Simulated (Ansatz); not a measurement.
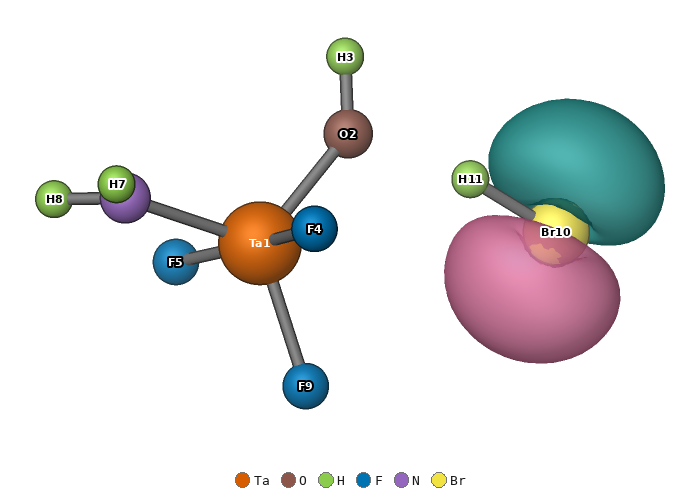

*F3H3NOTa···HBr. The HOMO−1 at ±0.15 Å⁻³ᐟ² (teal and pink are the two phases), seen at a tilt.*

Core potentials replace the inner electrons of Ta.

The calculation used RKS PBE/def2-SVP (Ansatz).

```xyz
11

Ta   -0.2288    0.1046    0.2370
O     1.6404   -0.2019    0.5745
H     2.4098    0.3865    0.6743
F    -0.6302    0.6212    2.0287
F    -0.1007   -0.0971   -1.6540
N    -0.7642    1.9540   -0.1955
H    -1.1204    2.6160    0.5012
H    -0.8840    2.2959   -1.1544
F    -1.4448   -1.3414    0.3463
Br    2.3801   -3.4751    0.8736
H     2.2007   -2.0386    0.7630
```

Q: What is the character of this orbital?

A: By Hirshfeld shares it lies mainly on Br10 (about 95 %); largely a lone pair of Br10. Its energy is −6.72 eV.
